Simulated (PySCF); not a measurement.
C4H11NOSi

```yaml
atoms:
  - { symbol: C, position_ang: [2.4564, 1.4738, 1.2879] }
  - { symbol: N, position_ang: [1.7627, 0.8451, 0.4617] }
  - { symbol: Si, position_ang: [0.9735, -0.6916, 0.4681] }
  - { symbol: C, position_ang: [-0.8736, -0.3144, 0.1511] }
  - { symbol: C, position_ang: [-1.6447, -1.6145, -0.0506] }
  - { symbol: C, position_ang: [-1.0838, 0.6077, -1.0557] }
  - { symbol: O, position_ang: [-0.5931, 1.9078, -0.8622] }
  - { symbol: H, position_ang: [2.7294, 1.1049, 2.2793] }
  - { symbol: H, position_ang: [2.8323, 2.4600, 1.0264] }
  - { symbol: H, position_ang: [1.5881, -1.3470, -0.6870] }
  - { symbol: H, position_ang: [1.0955, -1.5160, 1.6781] }
  - { symbol: H, position_ang: [-1.2957, 0.2019, 1.0204] }
  - { symbol: H, position_ang: [-2.7084, -1.4187, -0.1813] }
  - { symbol: H, position_ang: [-1.5228, -2.2744, 0.8051] }
  - { symbol: H, position_ang: [-1.2864, -2.1354, -0.9362] }
  - { symbol: H, position_ang: [-2.1560, 0.7271, -1.2465] }
  - { symbol: H, position_ang: [-0.6308, 0.1521, -1.9503] }
  - { symbol: H, position_ang: [0.3485, 1.8379, -0.6466] }
```

Geometry: GFN2-xTB.

The calculation used PySCF 2.14.0, CAM-B3LYP/def2-SVPD, SCF density, gas phase.

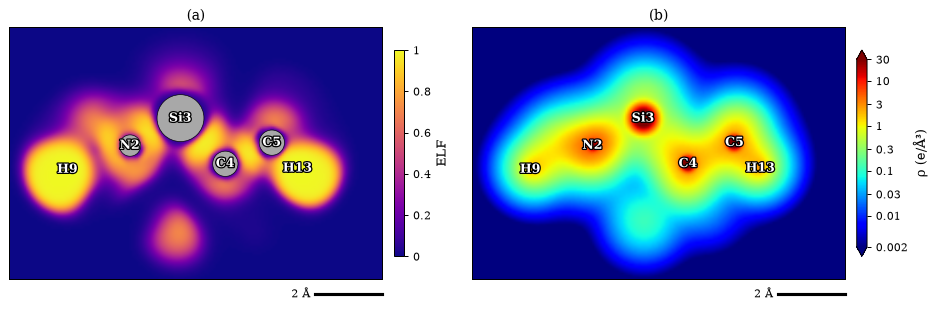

Figure 1. (a) ELF; (b) total electron density on the plane of atoms C4, C5 and H13. Grey discs cover the atomic cores in the ELF map.

**Interpret the plot.**

- The plane passes through N, Si, C and H nuclei.
- C–C (1.52 Å): ρ at the midpoint is about 1.6 e/Å³; the ELF peaks at about 0.95 between the atoms; a shared electron pair.
- Si–N (1.73 Å): ρ at the midpoint is about 1.1 e/Å³; the ELF peaks at about 0.95 between the atoms: a shared but strongly polarised pair.
- C–Si (1.91 Å): ρ is about 0.95 e/Å³ halfway; the ELF peaks at about 1 between the atoms, as expected for localised, covalent bonding.
- C–H (1.09 Å): ρ at the midpoint is about 2 e/Å³; the ELF climbs to about 1 towards the hydrogen, as it does in any bond to H; a covalent bond by its length.

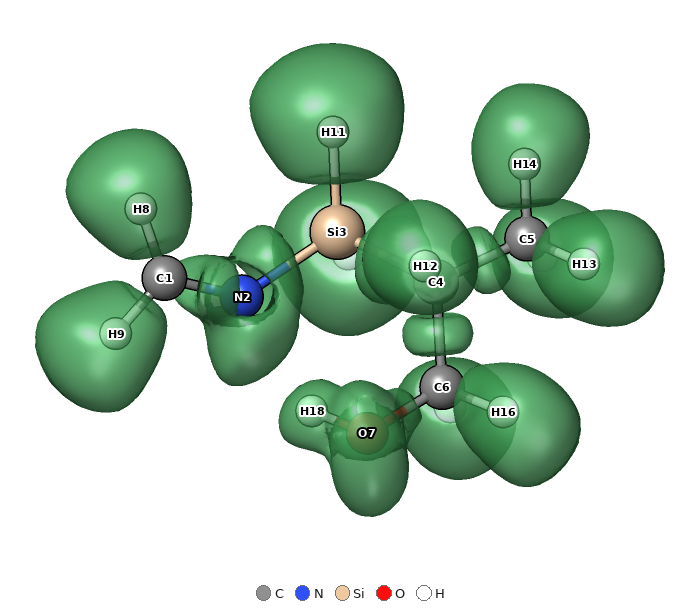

Figure 2. Isosurface of the electron localisation function at 0.75 (green), seen at a tilt. Core shells and regions of very low density are left out.

**Identify the bonds, lone pairs and shells in this picture.**

The ELF exceeds this value in two regions between bonded C–C atoms (shared pairs), one region between bonded C–Si atoms (shared pairs), ten regions around hydrogen nuclei, one region on N in which the atom's valence shell and bonds are merged and one joined region spread over several atoms (H, O), in which their bonds and any lone pairs are merged. Profiles from the grid: C–N (1.25 Å): the ELF peaks at about 0.90 between the atoms (a multiple bond). C–O (1.40 Å): the ELF peaks at about 0.90 between the atoms: a shared but strongly polarised pair.

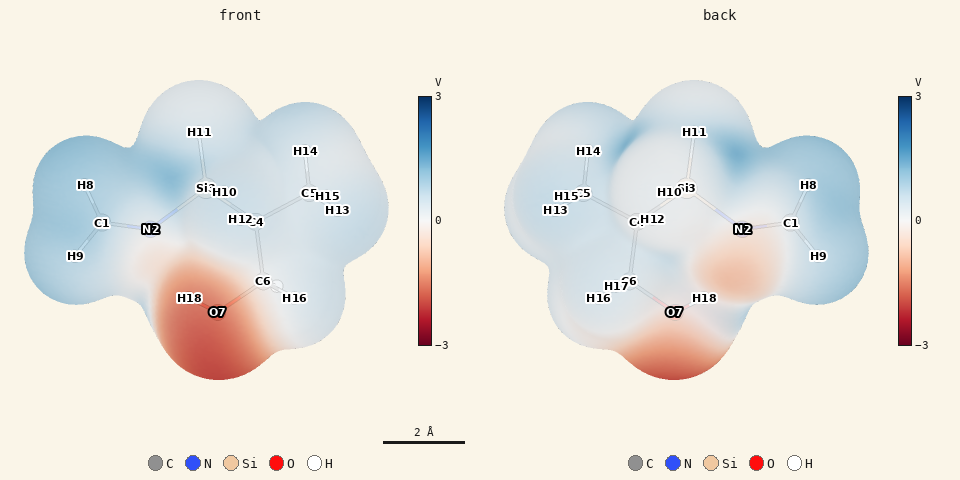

Figure 3. The electrostatic potential painted on the density surface at 0.002 e/bohr³, seen from the front and from behind; the colour scale runs from red (negative) to blue (positive).

**Where is the surface potential most negative and most positive?**

The most negative region (about −2.0 V) lies over O7, the most positive (about +1.2 V) over Si3. O7 is the likeliest acceptor of a hydrogen bond.

**What dipole moment does the calculation give?**

Its dipole moment is 2.79 D.
